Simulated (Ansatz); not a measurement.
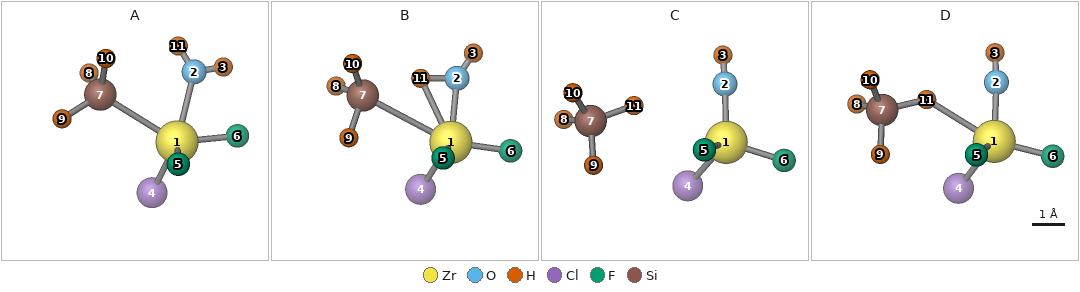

4 geometries from a converged minimum-energy path of ZrSiH5OClF2, made up at the start of ZrHOClF2 and SiH$_{4}$, shuffled. A ball-and-stick model, seen face on.

All numbers below come from RHF/def2-SVP in Ansatz. Run with 7 movable images; climbing image; force threshold 0.03 eV/Å; iteration limit 60; starting path through a guess of the saddle point.

> Which frame is the top of the path?

B. In order along the path, whose images run from 0 to 8: C (image 1, +0.7 kJ/mol), D (image 3, +21.6 kJ/mol), B (image 5, +268.3 kJ/mol), A (image 8, +147.6 kJ/mol). Breaking: Si7–H11 (1.48 → 1.96 at the top → 2.98 Å). Forming: O2–H11 (3.38 → 1.17 at the top → 0.95 Å), Zr1–Si7 (4.64 → 3.14 at the top → 2.84 Å).

Limits of the set-up: the start holds two separate molecules, 3.3 Å apart at their closest, whose relative position is a soft coordinate and is computed without a dispersion correction; Hartree-Fock leaves out electron correlation.

The run took 7.5 min on 2 threads of Arm Neoverse V1 (shared host), peak memory 0.34 GiB.
